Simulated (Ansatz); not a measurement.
# H4C2SeSO2 (Pc): band gap by G0W0 on PBE, part 2 of 3

How far does one-shot GW move the PBE gap of H4C2SeSO2 (Pc)?

Ansatz 0.2.0; PBE, then G0W0 on it, plane waves, PAW. Known limits of the many-body steps: finite bands, screening cutoff and k mesh; no spin-orbit coupling in G0W0.

So far: The starting structure; Relaxing the structure.

### Step 3. Bands along the symmetry lines

Level of this step: DFT, PBE, plane waves, PAW; PAW set soft_1 (Ansatz).

Levels along a band path and on the mesh show where this functional puts the band edges.

The input, input.yaml:

```yaml
crystal:
  lattice:
    - [5.6201, 0.0, 0.0]
    - [0.0, 5.429, 0.0]
    - [-4.1064155037, 0.0, 7.782155437]
  atoms:
    - { symbol: H, position: [0.9903275064, 0.7473635647, 0.4660418871] }
    - { symbol: H, position: [0.9903275064, 0.2526364353, 0.9660418871] }
    - { symbol: H, position: [0.9526666536, 0.4949916995, 0.3188623577] }
    - { symbol: H, position: [0.9526666536, 0.5050083005, 0.8188623577] }
    - { symbol: H, position: [0.3242621606, 0.9254302466, -0.0008390993] }
    - { symbol: H, position: [0.3242621606, 0.0745697534, 0.4991609007] }
    - { symbol: H, position: [0.4578783155, 0.1133202744, 0.1941292844] }
    - { symbol: H, position: [0.4578783155, 0.8866797256, 0.6941292844] }
    - { symbol: C, position: [0.8719629278, 0.6686019466, 0.3380623345] }
    - { symbol: C, position: [0.8719629278, 0.3313980534, 0.8380623345] }
    - { symbol: C, position: [0.4713629967, 0.9401030733, 0.1349322238] }
    - { symbol: C, position: [0.4713629967, 0.0598969267, 0.6349322238] }
    - { symbol: Se, position: [0.4847737869, 0.6468803937, 0.274117174] }
    - { symbol: Se, position: [0.4847737869, 0.3531196063, 0.774117174] }
    - { symbol: S, position: [0.8080090367, 0.8871242417, 0.1698405285] }
    - { symbol: S, position: [0.8080090367, 0.1128757583, 0.6698405285] }
    - { symbol: O, position: [0.9794800703, 0.1049310127, 0.2322299963] }
    - { symbol: O, position: [0.9794800703, 0.8950689873, 0.7322299963] }
    - { symbol: O, position: [0.8018265455, 0.7599013105, 0.0217933131] }
    - { symbol: O, position: [0.8018265455, 0.2400986895, 0.5217933131] }
kpoints:
  mp_grid: { grid: [6, 4, 4] }
  band_path:
    path:
      - [0.0, 0.0, 0.0]
      - [0.0, 0.5, 0.0]
      - [0.0, 0.5, 0.5]
      - [0.0, 0.0, 0.5]
      - [0.0, 0.0, 0.0]
      - [-0.5, 0.0, 0.5]
      - [-0.5, 0.5, 0.5]
      - [0.0, 0.5, 0.0]
      - [-0.5, 0.5, 0.0]
      - [-0.5, 0.0, 0.0]
      - [0.0, 0.0, 0.0]
    npoints: 10
hamiltonian:
  xc: pbe
  pseudopotentials: { kind: paw, azcp: { folder: soft_1 } }
scf:
  occupations: { method: fermi_dirac, width: 0.02 }
  n_extra_bands: 10
output:
  eigenvalues: true
  forces: true
  stress: true
  write_density: true
  write_potential: true
  elf: true
  volumetric_format: npy
```

The run is started by

```bash
> ansatz run input.yaml --threads 2 --pin off --max-ram 92160MiB --backend cuda --events-out ev --progress --plain --runs-dir out --devices 1 --max-vram 13GiB
```

Numbers of over 12 decimals in the logs are rounded to 6 here.

What it wrote:

```text
[...]
GPUs: using 1 of 1 available (devices: 1).
[...]
GPU FFT provider: cuFFT
GPU libraries: cuBLAS 13.8.2, cuFFT 12.4.0, cuSOLVER 12.3.4
Crystal: 20 atoms, lattice volume = 237.445 Å³
Basis set: ecut = 420 eV, 4629 PW (Γ), exchange–correlation on 80×80×120 points (8 copies of the dense FFT grid, shifted against one another)
Bands: 56, of which v1, the nominal top of the filled ones, is band 46 counted from 1 (45 counted from 0)
Symmetry: 2 space group operations
[...]
k-points: 42 of 96 (time reversal used)
[...]
GPU buffer pool allocated for 96000 grid points (all kernels)
[...]
SCF iter   1: F=—  HF=-16149.980325 eV  |F-HF|=—  |Δ(HF+E_count)|=         —  Δρ=1.12e-1  dr2=3.67e1  ethr=3.10e-3  ⟨swp⟩=8.2  Hψ=11171  notcnv=0
[...]
SCF iter  11: F=-16138.448817 eV  HF=-16138.448817 eV  |F-HF|=6.25e-8  |Δ(HF+E_count)|=   8.24e-7  Δρ=4.63e-6  dr2=6.80e-8  ethr=1.09e-10  ⟨swp⟩=23.0  Hψ=27502  notcnv=0
SCF 1 converged in 11 iterations: F = -16138.448817 eV  dr2 = 6.80e-8
[...]
NSCF: frozen V_eff on 101 k-points
SCF converged after 11 iterations
Free energy (F): -16138.448817 eV
[...]
Internal energy: -16138.448817 eV  (E = F + TS)
E sigma→0 (E₀):  -16138.448817 eV
Fermi energy:    4.408087 eV
[...]
--- Forces (eV/Å), atoms counted from 1 ---
  atom   1  H      0.00088629     0.00090673    -0.00112395
  atom   2  H      0.00088629    -0.00090673    -0.00112395
  atom   3  H      0.00012644     0.00118215    -0.00114647
  atom   4  H      0.00012644    -0.00118215    -0.00114647
  atom   5  H      0.00106355     0.00086855     0.00047620
  atom   6  H      0.00106355    -0.00086855     0.00047620
  atom   7  H      0.00182253    -0.00014838    -0.00043728
  atom   8  H      0.00182253     0.00014838    -0.00043728
  atom   9  C      0.00147441    -0.00001821     0.00233538
  atom  10  C      0.00147441     0.00001821     0.00233538
  atom  11  C     -0.00403921     0.00436050    -0.00124132
  atom  12  C     -0.00403921    -0.00436050    -0.00124132
  atom  13  Se    -0.00101009    -0.00048690     0.00097314
  atom  14  Se    -0.00101009     0.00048690     0.00097314
  atom  15  S     -0.00257905    -0.00150654     0.00009489
  atom  16  S     -0.00257905     0.00150654     0.00009489
  atom  17  O      0.00079347     0.00121320    -0.00088846
  atom  18  O      0.00079347    -0.00121320    -0.00088846
  atom  19  O      0.00156244     0.00331183     0.00094574
  atom  20  O      0.00156244    -0.00331183     0.00094574
  max |Σ_I F_I| component: 2.02e-4 eV/Å
--- Stress (GPa, compression-positive) ---
        1.662869      -0.000000      -0.138166
       -0.000000       1.397365       0.000000
       -0.138169       0.000000       1.480165
  P = ⅓ Tr σ = 1.5135 GPa (15.135 kbar)
--- Band table (eV; the first three rows and the last of 42) ---
  k-point 0: bands = [... 42 lower, 0.8836, 0.9296, 2.2945, 2.3479, 6.5917, 6.8525, 7.3980, 7.4753, ... 6 higher]
  k-point 1: bands = [... 42 lower, 0.8725, 0.9129, 2.3227, 2.3560, 6.5751, 6.7383, 7.4140, 7.4567, ... 6 higher]
  k-point 2: bands = [... 42 lower, 0.8758, 0.8758, 2.3574, 2.3574, 6.5989, 6.5989, 7.4324, 7.4324, ... 6 higher]
  k-point 41: bands = [... 42 lower, 0.7024, 0.7024, 2.6526, 2.6526, 6.1250, 6.1250, 6.8594, 6.8594, ... 6 higher]
```

Wall time 12 s (1 × NVIDIA H100 80GB HBM3 (shared by 6 runs) with 2 threads of AMD EPYC 7R13 (Zen 3), shared host); peak memory 1.2 GiB.

Numbers from this step:

```yaml
pressure: 1.513 GPa
filled_bands: 46
gap: 2.989 eV
valence_top_at: C_2
conduction_bottom_at: Y_2
least_direct_gap: 3.203 eV
```

Over mesh and path the gap is 2.989 eV, from k = (-0.500, 0.500, 0.000) to k = (-0.500, 0.000, 0.000). The least direct gap found is 3.203 eV, at k = (-0.500, 0.450, 0.000).

The electronic bands at the labelled points (eV, zero at the top of the highest nominally filled band):

| point | band 43 | band 44 | band 45 | band 46 | band 47 | band 48 | band 49 | band 50 |
| --- | --- | --- | --- | --- | --- | --- | --- | --- |
| Γ | -2.02 | -1.98 | -0.61 | -0.56 | 3.68 | 3.94 | 4.49 | 4.57 |
| Z | -2.11 | -2.01 | -0.35 | -0.06 | 3.36 | 3.68 | 4.58 | 4.65 |
| D | -2.10 | -2.10 | -0.21 | -0.21 | 3.57 | 3.57 | 4.63 | 4.63 |
| B | -2.03 | -2.03 | -0.55 | -0.55 | 3.69 | 3.69 | 4.52 | 4.52 |
| Γ | -2.02 | -1.98 | -0.61 | -0.56 | 3.68 | 3.94 | 4.49 | 4.57 |
| A | -2.17 | -2.17 | -0.57 | -0.57 | 3.17 | 3.17 | 3.91 | 3.91 |
| E | -2.21 | -2.21 | -0.26 | -0.26 | 3.22 | 3.22 | 3.95 | 3.95 |
| Z | -2.11 | -2.01 | -0.35 | -0.06 | 3.36 | 3.68 | 4.58 | 4.65 |
| C2 | -2.24 | -2.17 | -0.39 | 0.00 | 3.21 | 3.24 | 3.73 | 3.95 |
| Y2 | -2.32 | -2.12 | -0.70 | -0.44 | 2.99 | 3.31 | 3.81 | 4.27 |
| Γ | -2.02 | -1.98 | -0.61 | -0.56 | 3.68 | 3.94 | 4.49 | 4.57 |

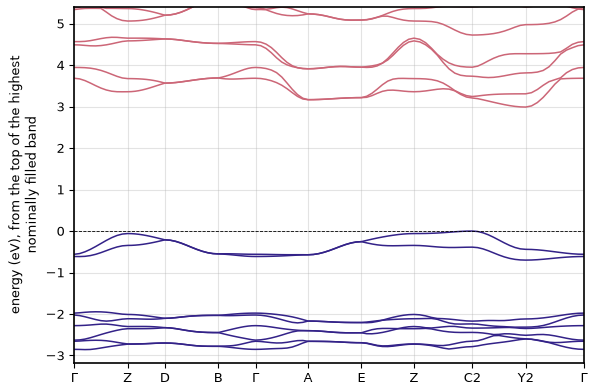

Electronic bands along the path; lines of filled and empty bands in two colours.

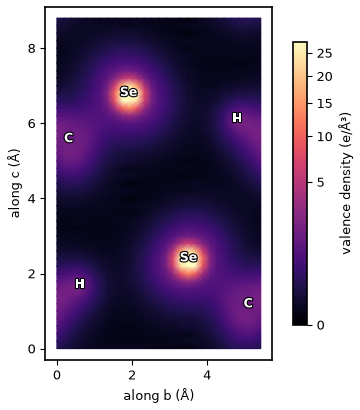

Valence density in the bc plane at fractional x = 0.458, with atoms of H and C and Se within 0.2 Å of it. It is the smooth field of the valence electrons, not physical close to the nuclei. The colour scale is stretched toward low values.

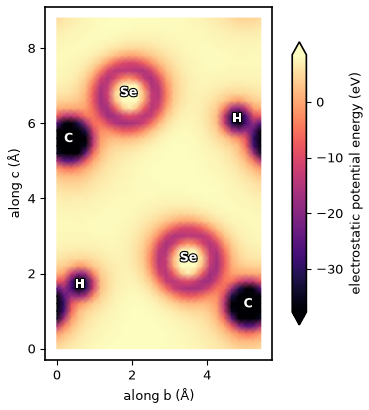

Electrostatic potential energy in the bc plane at fractional x = 0.458, with atoms of H and C and Se within 0.2 Å of it. With pseudopotentials it is smooth inside the atoms' cores, unlike the true potential.

### Step 4. G0W0 on the 4×4×2 mesh

G0W0 replaces the xc potential by a self-energy built once from the orbitals of the start. Levels are corrected in the window of bands that the input names, at points of the mesh.

This step: G0W0 on PBE, plane waves, PAW; PAW set soft_1.

input.yaml, as its differences from that of step 3:

```diff
@@ -27,17 +27,3 @@
 kpoints:
-  mp_grid: { grid: [6, 4, 4] }
-  band_path:
-    path:
-      - [0.0, 0.0, 0.0]
-      - [0.0, 0.5, 0.0]
-      - [0.0, 0.5, 0.5]
-      - [0.0, 0.0, 0.5]
-      - [0.0, 0.0, 0.0]
-      - [-0.5, 0.0, 0.5]
-      - [-0.5, 0.5, 0.5]
-      - [0.0, 0.5, 0.0]
-      - [-0.5, 0.5, 0.0]
-      - [-0.5, 0.0, 0.0]
-      - [0.0, 0.0, 0.0]
-    npoints: 10
+  mp_grid: { grid: [4, 4, 2] }
 hamiltonian:
@@ -46,11 +32,8 @@
 scf:
-  occupations: { method: fermi_dirac, width: 0.02 }
-  n_extra_bands: 10
-output:
-  eigenvalues: true
-  forces: true
-  stress: true
-  write_density: true
-  write_potential: true
-  elf: true
-  volumetric_format: npy
+  occupations: { method: fixed }
+gw:
+  n_empty_bands: 1091
+  ecut_chi: 160.0
+  qp_bands: [v4, c4]
+  qp_kpoints: band_edges
+  screening: { model: contour_deformation }
```

What it wrote:

```text
GPUs: using 1 of 1 available (devices: 1).
[...]
GPU FFT provider: cuFFT
GPU libraries: cuBLAS 13.8.2, cuFFT 12.4.0, cuSOLVER 12.3.4
Crystal: 20 atoms, lattice volume = 237.445 Å³
Basis set: ecut = 420 eV, 4629 PW (Γ)
Bands: 66, of which v1, the nominal top of the filled ones, is band 46 counted from 1 (45 counted from 0)
Symmetry: 2 space group operations
[...]
k-points: 18 of 32 (time reversal used)
[...]
GPU buffer pool allocated for 96000 grid points (all kernels)
[...]
SCF iter   1: F=—  HF=-16149.987392 eV  |F-HF|=—  |Δ(HF+E_count)|=         —  Δρ=1.12e-1  dr2=3.66e1  ethr=3.10e-3  ⟨swp⟩=4.3  Hψ=4398  notcnv=0  defer=320
[...]
SCF iter  11: F=-16138.448997 eV  HF=-16138.448997 eV  |F-HF|=2.34e-8  |Δ(HF+E_count)|=   4.68e-7  Δρ=2.42e-6  dr2=2.00e-8  ethr=1.09e-10  ⟨swp⟩=14.8  Hψ=7134  notcnv=0
SCF 1 converged in 11 iterations: F = -16138.448997 eV  dr2 = 2.00e-8
[...]
the band table was solved once the SCF had ended and its energy, with any forces and stress, was formed, with the checks that follow a solve (4798 applications of the Hamiltonian). They found nothing against the state; the energy, forces and stress were not computed again (output.eigenvalues in the input reference)
[...]
G₀W₀ screening: q 1/18
[... further progress lines ...]
[...]
SCF converged after 11 iterations
Free energy (F): -16138.448997 eV
[...]
Internal energy: -16138.448997 eV  (E = F + TS)
E sigma→0 (E₀):  -16138.448997 eV
Fermi energy:    2.908312 eV
[...]
--- Band table (eV; the first three rows and the last of 18) ---
  k-point 0: bands = [... 42 lower, 0.8836, 0.9296, 2.2946, 2.3480, 6.5918, 6.8526, 7.3981, 7.4753, ... 16 higher]
  k-point 1: bands = [... 42 lower, 0.8758, 0.8758, 2.3574, 2.3574, 6.5990, 6.5990, 7.4324, 7.4324, ... 16 higher]
  k-point 2: bands = [... 42 lower, 0.7479, 0.9595, 2.3881, 2.6087, 6.3550, 6.7809, 7.3801, 7.5481, ... 16 higher]
  k-point 17: bands = [... 42 lower, 0.7024, 0.7024, 2.6527, 2.6527, 6.1250, 6.1250, 6.8595, 6.8595, ... 16 higher]
--- G₀W₀: contour deformation, 6 samples at zero and on the imaginary axis and 2 off it, 32 q-points, 1091 empty bands' worth ---
  eigenvalues of the whole cell's RPA ε∞ on this k-mesh (on a slab, of 1 + 4πα/V) = 2.6326, 2.7781, 3.0049; static W/v taken at q = 0 is 0.356792
  bands read: the sum over 1137 bands ends inside a degenerate multiplet in 6 slots, whose members it reads at an even weight; the widest, k=1: bands 1137 to 1138 (counted from 1) at 1/2 each
  gw.qp_kpoints: band_edges: 17 of 18 stored k-points solved, in 1 pass; an edge of the gap read off the rows below is read off those points alone
    valence top: of the k-points left out ik 6 came nearest to being solved in a further pass, in band 46 (counted from 1, as in the quasiparticle table): it holds the edge there only if its correction is more favourable than any solved in that band by at least 0.500 eV; those differ by 0.045 eV
    conduction bottom: of the k-points left out ik 6 came nearest to being solved in a further pass, in band 47 (counted from 1, as in the quasiparticle table): it holds the edge there only if its correction is more favourable than any solved in that band by at least 0.551 eV; those differ by 0.100 eV
    ik  band        ε_KS         Σx   Σc(E_QP)       V_xc       Z   E_QP_lin       E_QP  E_QP is
     0    43      0.8836   -22.8439     3.0414   -18.4638  0.7785    -0.4790    -0.4551  root
     0    44      0.9296   -23.5467     3.2500   -18.9475  0.7761    -0.4444    -0.4195  root
     0    45      2.2946   -17.3679     1.8978   -13.7627  0.7974     0.5381     0.5872  root
     0    46      2.3480   -17.4516     1.8764   -13.8804  0.7971     0.6036     0.6533  root
     0    47      6.5918    -9.4307    -3.8762   -14.4402  0.8082     7.7394     7.7251  root
     0    48      6.8526    -9.6586    -4.0359   -14.8875  0.8031     8.0632     8.0456  root
     0    49      7.3981    -8.5984    -4.3533   -14.1686  0.8102     8.6335     8.6150  root
     0    50      7.4753    -8.5315    -4.4024   -14.1484  0.8094     8.7096     8.6897  root
     1    43      0.8758   -22.9390     3.0689   -18.5197  0.7782    -0.4993    -0.4746  root
     1    44      0.8758   -22.9390     3.0689   -18.5197  0.7782    -0.4993    -0.4746  root
     1    45      2.3574   -17.5178     1.8917   -13.9251  0.7973     0.6069     0.6565  root
     1    46      2.3574   -17.5178     1.8917   -13.9251  0.7973     0.6069     0.6565  root
     1    47      6.5990    -9.3415    -3.8373   -14.2957  0.8094     7.7295     7.7157  root
     1    48      6.5990    -9.3415    -3.8373   -14.2957  0.8094     7.7295     7.7157  root
     1    49      7.4324    -8.4789    -4.3677   -14.0515  0.8097     8.6563     8.6373  root
     1    50      7.4324    -8.4789    -4.3677   -14.0515  0.8097     8.6563     8.6373  root
     2    43      0.7479   -23.0144     3.1634   -18.4899  0.7760    -0.6395    -0.6132  root
     2    44      0.9595   -23.4064     3.2042   -18.8558  0.7770    -0.4113    -0.3869  root
     2    45      2.3881   -17.5054     1.8751   -13.9346  0.7983     0.6443     0.6924  root
     2    46      2.6087   -17.7264     1.8025   -14.2417  0.7998     0.8830     0.9266  root
     2    47      6.3550    -9.0073    -3.7427   -13.8016  0.8143     7.4178     7.4065  root
     2    48      6.7809    -9.6632    -3.9763   -14.8100  0.8038     7.9680     7.9514  root
     2    49      7.3801    -8.5285    -4.3416   -14.0692  0.8117     8.5974     8.5792  root
     2    50      7.5481    -8.7253    -4.3815   -14.3353  0.8072     8.7974     8.7765  root
     3    43      0.8593   -23.1556     3.1468   -18.6532  0.7771    -0.5215    -0.4963  root
     3    44      0.8593   -23.1556     3.1468   -18.6532  0.7771    -0.5215    -0.4963  root
     3    45      2.5160   -17.6936     1.8498   -14.1569  0.7990     0.7839     0.8291  root
     3    46      2.5160   -17.6936     1.8498   -14.1569  0.7990     0.7839     0.8291  root
     3    47      6.5402    -9.3056    -3.8497   -14.2655  0.8100     7.6638     7.6504  root
     3    48      6.5402    -9.3056    -3.8497   -14.2655  0.8100     7.6638     7.6504  root
     3    49      7.4766    -8.5971    -4.3879   -14.2057  0.8087     8.7173     8.6972  root
     3    50      7.4766    -8.5971    -4.3879   -14.2057  0.8087     8.7173     8.6972  root
     4    43      0.7939   -24.7222     3.7543   -19.5853  0.7687    -0.6171    -0.5887  root
     4    44      0.8973   -22.8548     3.0529   -18.4498  0.7788    -0.4794    -0.4548  root
     4    45      2.5617   -17.8028     1.8369   -14.2820  0.7998     0.8340     0.8778  root
     4    46      2.8477   -18.0669     1.7539   -14.6458  0.8015     1.1413     1.1805  root
     4    47      6.2669    -8.9975    -3.7279   -13.7674  0.8148     7.3197     7.3088  root
     4    48      6.5835    -9.3339    -3.8311   -14.2690  0.8088     7.7011     7.6875  root
     4    49      7.4925    -8.5676    -4.4246   -14.2183  0.8105     8.7385     8.7185  root
     4    50      7.5587    -8.7382    -4.3194   -14.2760  0.8077     8.7981     8.7770  root
[...]
16    47      6.1160    -9.4271    -3.6283   -14.1477  0.8129     7.2200     7.2083  root
    16    48      6.1517    -8.6950    -3.7269   -13.4759  0.8184     7.2163     7.2057  root
    16    49      6.6411    -9.3919    -3.8711   -14.4057  0.8102     7.7979     7.7838  root
    16    50      6.8584    -8.5396    -4.0070   -13.6179  0.8163     7.9422     7.9297  root
    17    43      0.7024   -24.6539     3.7670   -19.4713  0.7691    -0.7432    -0.7132  root
    17    44      0.7024   -24.6539     3.7670   -19.4713  0.7691    -0.7432    -0.7132  root
    17    45      2.6527   -17.7487     1.7915   -14.2810  0.8007     0.9343     0.9764  root
    17    46      2.6527   -17.7487     1.7915   -14.2810  0.8007     0.9343     0.9764  root
    17    47      6.1250    -9.2865    -3.6531   -14.0166  0.8143     7.2133     7.2020  root
    17    48      6.1250    -9.2865    -3.6531   -14.0166  0.8143     7.2133     7.2020  root
    17    49      6.8595    -9.0584    -4.0497   -14.2674  0.8113     8.0339     8.0188  root
    17    50      6.8595    -9.0584    -4.0497   -14.2674  0.8113     8.0339     8.0188  root
```

Run time: 3 min. Hardware: 1 × NVIDIA H100 80GB HBM3 (shared by 6 runs) with 2 threads; peak memory 6.3 GiB.

This step gave:

| Quantity | Value |
| --- | --- |
| bands summed | 1137 |
| RPA ε∞ on this mesh (eigenvalues) | 2.633, 2.778, 3.005 |
| plane waves in the screening matrix | 1083 |
| q-points in the mesh | 32 |
| G0W0 gap over the corrected points | 5.679 eV |
| k of the valence top | -0.5, -0.5, 0 |
| k of the conduction bottom | -0.5, 0, 0 |
| starting gap on the mesh | 2.989 eV |
| Z at the valence top | 0.8020 |
| Z at the conduction bottom | 0.8160 |
| least direct G0W0 gap over the corrected points | 5.954 eV |

Over 17 of 18 irreducible mesh points the G0W0 gap is 5.679 eV, from k = (-0.500, -0.500, 0.000) to k = (-0.500, 0.000, 0.000). The PBE gap of this run on the mesh is 2.989 eV. The two states that bound the G0W0 gap lie that far apart at the start, so the correction of the gap is 5.679 − 2.989 = +2.690 eV. The start of this run differs from the step before in mesh (6×4×4 and 4×4×2).

Labels follow the order of the start: v1 is the top filled band, c1 the lowest empty one; levels that stay degenerate share a row, the window can cut a multiplet, doubted levels are not marked in this list, bands outside the window were not corrected, and the list may be a part of the corrected levels. Levels before and after the correction, in eV, zero at the valence-band top of each column:

|  | conduction bottom | valence top |
| --- | --- | --- |
| Kohn-Sham | 2.99 | 0.00 |
| G0W0 | 5.68 | 0.00 |

|  | level | occupation | energy (eV) |
| --- | --- | --- | --- |
| Kohn-Sham | (-0.5 0 0) v3 | 2 | -2.120 |
| Kohn-Sham | (-0.5 0 0) v2 | 2 | -0.701 |
| Kohn-Sham | (-0.5 0 0) v1 | 2 | -0.441 |
| Kohn-Sham | (-0.5 0 0) c1 | 0 | 2.989 |
| Kohn-Sham | (-0.5 0 0) c2 | 0 | 3.308 |
| Kohn-Sham | (-0.5 0 0) c3 | 0 | 3.813 |
| Kohn-Sham | (-0.5 -0.5 0) v3 | 2 | -2.172 |
| Kohn-Sham | (-0.5 -0.5 0) v2 | 2 | -0.388 |
| Kohn-Sham | (-0.5 -0.5 0) v1 | 2 | 0.000 |
| Kohn-Sham | (-0.5 -0.5 0) c1 | 0 | 3.208 |
| Kohn-Sham | (-0.5 -0.5 0) c2 | 0 | 3.243 |
| Kohn-Sham | (-0.5 -0.5 0) c3 | 0 | 3.733 |
| G0W0 | (-0.5 0 0) v3 | 2 | -1.860 |
| G0W0 | (-0.5 0 0) v2 | 2 | -0.750 |
| G0W0 | (-0.5 0 0) v1 | 2 | -0.466 |
| G0W0 | (-0.5 0 0) c1 | 0 | 5.679 |
| G0W0 | (-0.5 0 0) c2 | 0 | 6.002 |
| G0W0 | (-0.5 0 0) c3 | 0 | 6.630 |
| G0W0 | (-0.5 -0.5 0) v3 | 2 | -1.923 |
| G0W0 | (-0.5 -0.5 0) v2 | 2 | -0.412 |
| G0W0 | (-0.5 -0.5 0) v1 | 2 | 0.000 |
| G0W0 | (-0.5 -0.5 0) c1 | 0 | 5.956 |
| G0W0 | (-0.5 -0.5 0) c2 | 0 | 5.954 |
| G0W0 | (-0.5 -0.5 0) c3 | 0 | 6.532 |

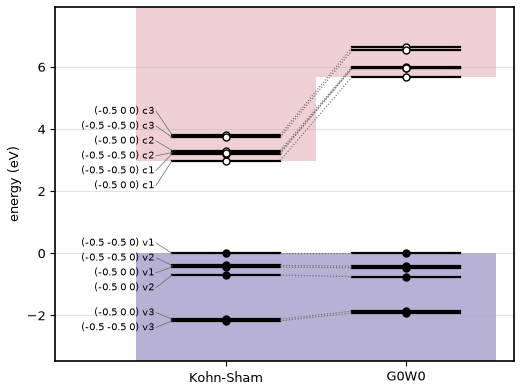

Levels before and after the correction. Shaded: valence and conduction bands. Filled marks are occupied levels, open marks empty ones.

The parts of the quasiparticle energy for the two states that bound the G0W0 gap, in eV on the run's own scale (QP = start + Σx + Σc − Vxc, with Σc at the quasiparticle energy):

| edge | k | band | start | Σx | Σc | Vxc | Z | QP |
| --- | --- | --- | --- | --- | --- | --- | --- | --- |
| valence top | (-0.500, -0.500, 0.000) | 46 | 2.908 | −18.124 | 1.728 | −14.740 | 0.802 | 1.252 |
| conduction bottom | (-0.500, 0.000, 0.000) | 47 | 5.897 | −9.244 | −3.550 | −13.827 | 0.816 | 6.931 |

[end of part 2 of 3]

[Paths, hosts, dates, memory and timing lines, banners, echoed tables and standing remarks are left out of the program output.]

[Logs are printed without paths, hosts, clocks, repeated set-up lines and the standing remarks that a program may print on its own settings, such as how far it seeks lower states.]

[Runs of the session that timed out or met a known fault of the program may be left out.]

[Cells called generated may have been cut or substituted from an entry of the Crystallography Open Database or the Materials Project.]

[Hosts, paths, dates, database ids (printed as entryN), source tags and the programs' standing remarks are cut or masked in the printed files.]

[Where an RPA ε∞ is given, it is that of the G0W0 mesh and is not shown converged in it. Names of k-points follow the symmetry that the program found, which can be lower than the space group named. Band edges on a path are those of the sampled points; other points can move an edge, and change direct to indirect where valleys lie close.]

[Hybrid gaps are those of their k-mesh and are not shown converged in it.]
